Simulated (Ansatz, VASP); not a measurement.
**Bi (Bismuth): VASP beside Ansatz**

One calculation is typed for both programs; each brings its own data sets and cutoff. How far apart do they land? The cell comes out of the VASP series on this material, whose earlier steps may have relaxed, scaled or displaced it; both programs get it as it stands.

Calculated with Ansatz 0.2.0; plane waves, with VASP 6.6.1 beside it; relaxation of cell and atoms at LDA.

### 1. Set-up

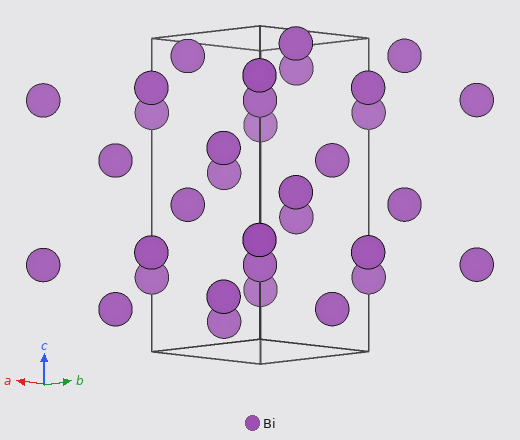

The cell as given, from a free direction (bismuth purple). 2×2×1 cells are drawn. This picture shows the conventional cell, with its axes. Some periodic images of atoms are drawn too.

### 2. VASP: relaxation of cell and atoms, LDA

The relaxed volume is the usual yardstick between codes: its relative difference is about their pressure difference at one cell divided by the bulk modulus.

Lines of VASP's logs that name or quote its potential files are left out, and so is its time.

File INCAR:

```
SYSTEM = Bi
PREC = Accurate
ENCUT = 450
EDIFF = 1E-07
NELM = 100
ISMEAR = 1
SIGMA = 0.15
LREAL = .FALSE.
ALGO = Normal
GGA = CA
NBANDS = 21
LORBIT = 11
LWAVE = .FALSE.
LCHARG = .FALSE.
KPAR = 4
IBRION = 2
NSW = 50
ISIF = 3
EDIFFG = -0.002
```

File POSCAR:

```
Bi
1.0
    2.2493120300      1.2986409061      3.8312156793
   -2.2493120300      1.2986409061      3.8312156793
    0.0000000000     -2.5972818120      3.8312156793
Bi
2
Direct
    0.7626543275      0.7626543275      0.7626543275
    0.2373456725      0.2373456725      0.2373456725
```

File KPOINTS:

```
Automatic mesh
0
Gamma
12 12 12
0 0 0
```

PAW data sets: Bi_d (LDA family, release 64).

Command:

```console
$ mpirun -np 4 vasp_std
```

Numbers of over 12 decimals in the logs are rounded to 6 here.

The program printed:

```text
[banner, memory and clock lines left out]
running    4 mpi-ranks, on    1 nodes
 distrk:  each k-point on    1 cores,    4 groups
 distr:  one band on    1 cores,    1 groups

 POSCAR found type information on POSCAR Bi
 POSCAR found :  1 types and       2 ions
 LDA part: xc-table for (Slater(with rela. corr.)+CA(PZ))
 , standard interpolation
 POSCAR, INCAR and KPOINTS ok, starting setup
 FFT: planning ... GRIDC
 FFT: planning ... GRID_SOFT
 FFT: planning ... GRID
 WAVECAR not read
 entering main loop
       N       E                     dE             d eps       ncg     rms          rms(c)
DAV:   1     0.293709078161E+03    0.29371E+03   -0.15354E+04  7964   0.160E+03
DAV:   2     0.152522026088E+02   -0.27846E+03   -0.27258E+03  8078   0.425E+02
DAV:   3    -0.831033979457E+01   -0.23563E+02   -0.23276E+02  9376   0.143E+02
DAV:   4    -0.911225121019E+01   -0.80191E+00   -0.80136E+00  9581   0.293E+01
DAV:   5    -0.914728531531E+01   -0.35034E-01   -0.35033E-01 11113   0.540E+00    0.106E+00
DAV:   6    -0.913263281420E+01    0.14653E-01   -0.19709E-02 10581   0.153E+00    0.613E-01
DAV:   7    -0.912592918368E+01    0.67036E-02   -0.12102E-02 10112   0.126E+00    0.105E-01
DAV:   8    -0.912585022795E+01    0.78956E-04   -0.12712E-03  9083   0.447E-01    0.162E-02
DAV:   9    -0.912585492486E+01   -0.46969E-05   -0.55551E-05 11955   0.630E-02    0.777E-03
DAV:  10    -0.912585484025E+01    0.84604E-07   -0.24944E-06  9453   0.109E-02    0.142E-03
DAV:  11    -0.912585489664E+01   -0.56387E-07   -0.15284E-07  7064   0.377E-03
   1 F= -.91258549E+01 E0= -.91260000E+01  d E =-.912585E+01
[... from here on, the cycles between the ionic steps are left out ...]
   2 F= -.91258551E+01 E0= -.91260002E+01  d E =-.172956E-06
   3 F= -.91258561E+01 E0= -.91260012E+01  d E =-.122548E-05
   4 F= -.91258558E+01 E0= -.91260008E+01  d E =-.860930E-06
   5 F= -.91258556E+01 E0= -.91260007E+01  d E =-.738772E-06
   6 F= -.91258557E+01 E0= -.91260008E+01  d E =-.833669E-06
  14 F= -.91258563E+01 E0= -.91260013E+01  d E =-.522315E-06
  15 F= -.91258563E+01 E0= -.91260013E+01  d E =-.527588E-06
  16 F= -.91258563E+01 E0= -.91260013E+01  d E =-.523432E-06
  17 F= -.91258563E+01 E0= -.91260011E+01  d E =0.936097E-08
  18 F= -.91258492E+01 E0= -.91259933E+01  d E =0.704173E-05
  19 F= -.91258555E+01 E0= -.91260002E+01  d E =0.733202E-06
  20 F= -.91258560E+01 E0= -.91260007E+01  d E =0.247827E-06
  21 F= -.91258562E+01 E0= -.91260009E+01  d E =0.973359E-07
  22 F= -.91258562E+01 E0= -.91260010E+01  d E =0.505197E-07
  23 F= -.91258563E+01 E0= -.91260010E+01  d E =0.253131E-07
  24 F= -.91258566E+01 E0= -.91260014E+01  d E =-.320527E-06
  25 F= -.91258535E+01 E0= -.91259984E+01  d E =0.274557E-05
  26 F= -.91258563E+01 E0= -.91260011E+01  d E =-.675391E-08
  27 F= -.91258566E+01 E0= -.91260014E+01  d E =-.302812E-06
 curvature:  -0.01 expect dE=-0.163E-07 dE for cont linesearch -0.145E-07
 ZBRENT: interpolating
 opt :   0.4468  next Energy=    -9.125857 (dE=-0.374E-06)
 bond charge predicted
       N       E                     dE             d eps       ncg     rms          rms(c)
DAV:   1    -0.912585670875E+01   -0.15528E-06   -0.39001E-06  8893   0.294E-02    0.183E-03
DAV:   2    -0.912585659361E+01    0.11514E-06   -0.19772E-07  4084   0.712E-03    0.719E-04
DAV:   3    -0.912585657336E+01    0.20250E-07   -0.95179E-08  4044   0.428E-03
  28 F= -.91258566E+01 E0= -.91260014E+01  d E =-.320651E-06
 curvature:  -0.02 expect dE=-0.781E-08 dE for cont linesearch -0.299E-08
 trial: gam= 0.00000 g(F)=  0.188E-07 g(S)=  0.313E-06 ort =-0.578E-06 (trialstep = 0.410E+00)
 search vector abs. value=  0.332E-06
 reached required accuracy - stopping structural energy minimisation
```

OUTCAR, selected parts (step 2):

```text
ion  position               nearest neighbor table
   1  0.763  0.763  0.763-   2 3.06   2 3.06   2 3.06   2 3.41   2 3.41   2 3.41
   2  0.237  0.237  0.237-   1 3.06   1 3.06   1 3.06   1 3.41   1 3.41   1 3.41

  LATTYP: Found a trigonal (rhomboedric) cell.
 ALAT       =     4.6286160343
 COS(alpha) =     0.5276900479

 Subroutine GETGRP returns: Found 12 space group operations
 (whereof 12 operations were pure point group operations)

The static configuration has the point symmetry D_3d.

 Found    189 irreducible k-points:

   k-points           NKPTS =    189   k-points in BZ     NKDIM =    189   number of bands    NBANDS=     21

   dimension x,y,z NGX =    32 NGY =   32 NGZ =   32
   dimension x,y,z NGXF=    64 NGYF=   64 NGZF=   64

   ENCUT  =  450.0 eV  33.07 Ry    5.75 a.u.   8.01  8.01  8.01*2*pi/ulx,y,z

   NELECT =      30.0000    total number of electrons

 k-points in reciprocal lattice and weights: Automatic mesh
   0.00000000  0.00000000  0.00000000       0.001
   0.08333333 -0.00000000  0.00000000       0.003
   0.16666667 -0.00000000  0.00000000       0.003
   0.25000000  0.00000000 -0.00000000       0.003
   0.33333333 -0.00000000 -0.00000000       0.003
   0.41666667  0.00000000  0.00000000       0.003
   0.50000000  0.00000000 -0.00000000       0.002
   0.08333333  0.08333333  0.00000000       0.003
   0.16666667  0.08333333  0.00000000       0.007
[...]
-0.41666667  0.50000000  0.41666667       0.003
   0.50000000  0.50000000  0.50000000       0.001

 average (electrostatic) potential at core
       1-104.2257       2-104.2257

 E-fermi :   6.6105

 k-point     1 :       0.0000    0.0000    0.0000
  band No.  band energies     occupation
    ...
     11      -6.7372      2.00000
     12      -0.6983      2.00000
     13       5.0835      2.00000
     14       5.3080      2.00000
     15       5.3080      2.00000
     16       9.4127     -0.00000
     17       9.7051      0.00000
     18       9.7051      0.00000
     19      12.1708      0.00000
     20      12.3155      0.00000
    ...

 k-point     2 :       0.0833   -0.0000    0.0000
  band No.  band energies     occupation
    ...
     11      -6.6688      2.00000
     12      -0.8754      2.00000
     13       5.1182      2.00000
     14       5.3134      2.00000
     15       5.3368      2.00000
     16       9.2435     -0.00000
     17       9.3674     -0.00000
     18       9.5049     -0.00000
     19      11.8494      0.00000
     20      12.1633      0.00000
    ...

 k-point     3 :       0.1667   -0.0000    0.0000
  band No.  band energies     occupation
    ...
     11      -6.4648      2.00000
     12      -1.3574      2.00000
     13       5.1872      2.00000
     14       5.3347      2.00000
     15       5.4311      2.00000
     16       8.5739     -0.00000
     17       8.8934     -0.00000
     18       9.0128     -0.00000
     19      11.6228      0.00000
     20      12.3516      0.00000
    ...

  Total       -0.0025180     -0.0025180      0.0005399      0.0000000      0.0000000      0.0000000
  in kB       -0.0600608     -0.0600608      0.0128769      0.0000000      0.0000000      0.0000000
  external PRESSURE =      -0.0357482 kB  Pullay stress =       0.0000000 kB

  energy-cutoff  :      450.00
  volume of cell :       67.17
      direct lattice vectors                 reciprocal lattice vectors
     2.249391186  1.298686607  3.832247336     0.222282368  0.128334785  0.086981164
    -2.249391186  1.298686607  3.832247336    -0.222282368  0.128334785  0.086981164
    -0.000000000 -2.597373213  3.832247336     0.000000000 -0.256669570  0.086981164

 POSITION                                       TOTAL-FORCE (eV/Angst)
 -----------------------------------------------------------------------------------
     -0.00000      0.00000      8.76804        -0.000000      0.000000      0.000441
     -0.00000      0.00000      2.72871         0.000000     -0.000000     -0.000441
 -----------------------------------------------------------------------------------
    total drift:                               -0.000000     -0.000000      0.000000

  FREE ENERGIE OF THE ION-ELECTRON SYSTEM (eV)
  ---------------------------------------------------
  free  energy   TOTEN  =        -9.1258565734 eV

  energy  without entropy=       -9.1262910379  energy(sigma->0) =       -9.12600139

 reached required accuracy - stopping structural energy minimisation

 total charge
# of ion       s       p       d       tot
------------------------------------------
    1        1.533   1.379   9.914  12.826
    2        1.533   1.379   9.914  12.826
--------------------------------------------------
tot          3.066   2.758  19.828  25.652

[... 3 further parts left out ...]
```

### 3. Ansatz: relaxation of cell and atoms, LDA

Ansatz runs on its default PAW (the set named soft_2) files.

The same cell, functional (in two slightly different forms), mesh and smearing now go to Ansatz, which takes its cutoff from its data sets.

File input.yaml:

```yaml
crystal:
  lattice:
    - [2.24931203, 1.2986409061, 3.8312156793]
    - [-2.24931203, 1.2986409061, 3.8312156793]
    - [0.0, -2.597281812, 3.8312156793]
  atoms:
    - { symbol: Bi, position: [0.7626543275, 0.7626543275, 0.7626543275] }
    - { symbol: Bi, position: [0.2373456725, 0.2373456725, 0.2373456725] }
hamiltonian:
  xc: lda
  pseudopotentials: { kind: paw }
kpoints:
  mp_grid: { grid: [12, 12, 12] }
scf:
  occupations: { method: methfessel_paxton, width: 0.15 }
relax:
  f_tol: 0.01
  max_steps: 60
  cell: { stress_tol: 0.05 }
output:
  forces: true
  stress: true
```

Command:

```console
$ ansatz run input.yaml --threads 4 --pin off --max-ram 9216MiB --backend cpu --events-out ev --progress --plain --runs-dir out
```

The program printed:

```text
Engine: ansatz 0.2.0, x86_64-unknown-linux-gnu
Pseudopotentials: kind: paw
Pseudopotential: Bi, paw, valence charge 15, recommended cutoff 420 eV (normal), Bi.paw.azcp
Functional definition: SPW92
  exchange = slater_x
  correlation = pw_c
Crystal: 2 atoms, lattice volume = 67.147 Å³
Basis set: ecut = 420 eV, 1291 PW (Γ)
Bands: 19, of which v1, the nominal top of the filled ones, is band 15 counted from 1 (14 counted from 0)
Symmetry: 12 space group operations
Space group: R-3m (ITA 166), of the structure as read, at distance tolerance 4.1e-5 Å
k-points: 189 of 1728
Non-local potential: Bi, projectors of the file, l = 0: 2, l = 1: 2, l = 2: 2, l = 3: 2
PAW form: soft (Blöchl's): semilocal exchange-correlation on the pseudo side does not see the compensation charge
PAW frozen core: Bi, regenerated for the run's functional, and the local potential with it (the file was generated under x = pbe(κ = 0.804, μ = 0.219515), c = pbe(β = 0.066725))
PAW one-centre angular grid: Bi, 590 points (default); XC on 64 Gauss nodes
Initial density: superposition of atomic densities (neutral atoms: chi_scale 0, normalization atom), corrected by the library's trained network
Initial wavefunctions: pseudopotential atomic-orbital guess
Functional: x = slater, c = lda
SCF iter   1: F=—  HF=-24171.726160 eV  |F-HF|=—  |Δ(HF+E_count)|=         —  Δρ=3.57e-3  dr2=4.31e-3  ethr=1.77e-3  ⟨swp⟩=5.5  Hψ=16106  notcnv=0
preconditioner: auto → Kerker (q_TF=auto, 2.385 Å⁻¹)  [metal: Δε(μ)=0.036 eV  Ē_g=20.379 eV  σ=0.150 eV  W_gap=0.20  n_scr=14 (ndim 8)  ℏωp=24.8 eV  f_vac=0.001  D(μ)=0.23/eV (n_scr^D=0)]
SCF iter   2: F=—  HF=-24171.725491 eV  |F-HF|=—  |Δ(HF+E_count)|=   6.69e-4  S|Δr|=    0.00e0  Δρ=1.85e-3  dr2=1.10e-3  ethr=1.44e-5  ⟨swp⟩=2.7  Hψ=8379  notcnv=0
SCF iter   3: F=—  HF=-24171.725238 eV  |F-HF|=—  |Δ(HF+E_count)|=   2.54e-4  S|Δr|=    0.00e0  Δρ=2.17e-4  dr2=3.29e-5  ethr=3.67e-6  ⟨swp⟩=2.0  Hψ=5859  notcnv=0
SCF iter   4: F=—  HF=-24171.725230 eV  |F-HF|=—  |Δ(HF+E_count)|=   8.14e-6  S|Δr|=    0.00e0  Δρ=6.83e-5  dr2=2.60e-6  ethr=1.10e-7  ⟨swp⟩=2.5  Hψ=6477  notcnv=0
SCF iter   5: F=—  HF=-24171.725228 eV  |F-HF|=—  |Δ(HF+E_count)|=   1.06e-6  S|Δr|=    0.00e0  Δρ=1.84e-5  dr2=5.14e-7  ethr=8.66e-9  ⟨swp⟩=2.0  Hψ=6288  notcnv=0
SCF iter   6: F=-24171.725228 eV  HF=-24171.725228 eV  |F-HF|=1.17e-8  |Δ(HF+E_count)|=   1.19e-7  S|Δr|=    0.00e0  Δρ=5.56e-6  dr2=4.65e-8  ethr=3.33e-10  ⟨swp⟩=3.9  Hψ=15380  notcnv=0
SCF 1 converged in 6 iterations: F = -24171.725228 eV  dr2 = 4.65e-8
  greatest PAW one-centre occupation: 0.988 electrons in one spin orbital (limit 2), on the Bi atom at site 1 (counted from 0), in its partial waves of l = 2
relax step   1: F+E_penalty+E_count = -24171.72522833 eV  Δ(F+E_penalty+E_count) = +0.000e0 eV  max|allowed force component| = 1.955e-2 eV/Å  Δτ_max = 0.0000 Å  P = -0.144 GPa  Ω = 67.147 Å³  (6 SCF iters, dr2 threshold 1.00e-7 eV, accepted)
[...]
relax step   2: F+E_penalty+E_count = -24171.72529875 eV  Δ(F+E_penalty+E_count) = -7.043e-5 eV  max|allowed force component| = 1.572e-2 eV/Å  Δτ_max = 0.0027 Å  P = +0.130 GPa  Ω = 66.873 Å³  energy of the carried Pulay correction = +4.157e-5 eV  (4 SCF iters, dr2 threshold 6.13e-8 eV, accepted)
[...]
relax step   3: F+E_penalty+E_count = -24171.72535238 eV  Δ(F+E_penalty+E_count) = -5.363e-5 eV  max|allowed force component| = 1.742e-3 eV/Å  Δτ_max = 0.0013 Å  P = +0.005 GPa  Ω = 67.000 Å³  energy of the carried Pulay correction = +2.239e-5 eV  (4 SCF iters, dr2 threshold 5.43e-8 eV, accepted)
[...]
relax step   4: F+E_penalty+E_count = -24171.72535238 eV  Δ(F+E_penalty+E_count) = -3.296e-9 eV  max|allowed force component| = 1.325e-3 eV/Å  Δτ_max = 0.0001 Å  P = +0.003 GPa  Ω = 67.006 Å³  energy of the carried Pulay correction = +2.139e-5 eV  (5 SCF iters, accepted)
[...]
relax step   5: F+E_penalty+E_count = -24171.72533090 eV  Δ(F+E_penalty+E_count) = +2.148e-5 eV  max|allowed force component| = 1.323e-3 eV/Å  Δτ_max = 0.0000 Å  P = +0.004 GPa  Ω = 67.006 Å³  stress off target by 7.85e-3 GPa  SCF on the basis re-selected at this cell (its energy is not comparable with the rows above)  (3 SCF iters)
basis re-selected at this cell: Δ(F+E_penalty+E_count) = +2.148e-5 eV, ΔP = +0.000 GPa vs the last step (what re-selecting the basis moved, of the pressure what is left beyond the Pulay correction that the steps carried, after the strain that the cell walked since its last selection, with what the two solves' SCF thresholds leave and, on support functions, any second-order correction that the steps lacked; it is no m [...]
SCF converged after 3 iterations
Stability not checked: this state was not tested for a lower state beside it, because cold or Methfessel-Paxton smearing, or corrected tetrahedra, fill the levels in a way that the test cannot read (fill_not_monotonic; see scf.lower_state_search)
Free energy (F): -24171.725331 eV
Harris-Foulkes:  -24171.725331 eV  (|F-HF|=7.28e-12)
Internal energy: -24171.725732 eV  (E = F + TS)
E sigma→0 (E₀):  -24171.725431 eV
Entropy (-TS):   0.000401 eV (0.201 meV/atom)
Fermi energy:    10.091953 eV
--- Per-component energies (eV) ---
  E_band       = -205.958899
  E_kinetic    = 607.963367
  E_local      = -3040.885037  (includes V_loc(G=0)·N_el)
  E_nonlocal   = 1126.581077
  E_hartree    = 984.262858
  E_xc         = -301.531308
  E_vxc        = -290.012301  (∫ρ·V_xc dr)
  E_paw        = -20705.774767  (= ΣΔE_a)
  E_vpaw       = -578.130700  (= ΣTr[D̂ρ^β])
  E_aug_tail   = -0.001066  (compensation charges beyond the density's cutoff)
  E_ewald      = -2842.331086
  E_core_change = -0.009770  (= ΣΔE_core)
  E_smearing   = 0.000401  (= −TS)
  E_closure    = -0.000000  (closes the sum)
  Σ components = -24171.725331   (vs F -24171.725331, Δ=0.00e0)
--- Forces (eV/Å), atoms counted from 1 ---
  atom   1  Bi     0.00000000     0.00000000     0.00132330
  atom   2  Bi     0.00000000    -0.00000000    -0.00132330
  max |Σ_I F_I| component: 4.63e-18 eV/Å
--- Stress (GPa, compression-positive) ---
        0.001367       0.000000      -0.000000
        0.000000       0.001367       0.000000
       -0.000000       0.000000       0.007845
  P = ⅓ Tr σ = 0.0035 GPa (0.035 kbar)
--- Relaxed structure (4 steps of the walk, 4 accepted, 1 SCFs on fresh bases) ---
  F+E_penalty+E_count = -24171.72533090 eV   max|allowed force component| = 1.323e-3 eV/Å   (the final SCF, on the basis selected at the relaxed cell)
  cell:  # Å, volume = 67.0061 Å³
    - [2.246903, 1.297250, 3.831379]
    - [-2.246903, 1.297250, 3.831379]
    - [0, -2.594500, 3.831379]
  atoms:
    - { symbol: Bi, position: [0.762795, 0.762795, 0.762795] }
    - { symbol: Bi, position: [0.237205, 0.237205, 0.237205] }
```

The job ended after 10 s (4 threads of Intel Xeon at 2.60GHz (Ice Lake), shared host; peak memory 0.57 GiB; 38 s of CPU time).

### 4. Side by side

Known differences besides the PAW data sets themselves: the two LDA forms differ slightly; both relaxations stop at a tolerance, which leaves soft axes loose, and VASP keeps its plane-wave basis; the cutoff is 420 eV in Ansatz and 450 eV in VASP; Ansatz makes its cores anew for this functional, VASP keeps those of its LDA data sets; Ansatz adds a Pulay correction to the stress that steers its cell, VASP none. Total energies have different zeros and are not compared.

Both answers:

| quantity | Ansatz | VASP | difference |
| --- | --- | --- | --- |
| volume (Å³) | 67.01 | 67.17 | -0.24 % |
| edge a after relaxation, in the typed setting (Å) | 4.627 | 4.630 | -0.05 % |

The walks stopped with 0.00 GPa left in Ansatz and 0.00 GPa in VASP; each walk ends within a tolerance, so the volume difference is uncertain by about these residues over the bulk modulus, most in soft cells.

### 5. Summary of results

| Quantity | Value |
| --- | --- |
| difference in volume (relaxation of cell and atoms, LDA) | -0.24 % |

In words: The difference in volume is -0.24 % (relaxation of cell and atoms, LDA), within the 1.2 % picked in this series as the mark of a large difference, as far as the stopping tolerances let one tell. Differences of this kind measure data sets and numerical settings, not the functional's error against experiment.

[Lines on the potential files, build, host, timing and source positions are cut from VASP's logs without a mark.]

[Logs are printed without paths, hosts, clocks, repeated set-up lines and the standing remarks that a program may print on its own settings, such as how far it seeks lower states.]

[Hosts, paths, dates, database ids (printed as entryN), source tags and the programs' standing remarks are cut or masked in the printed files.]
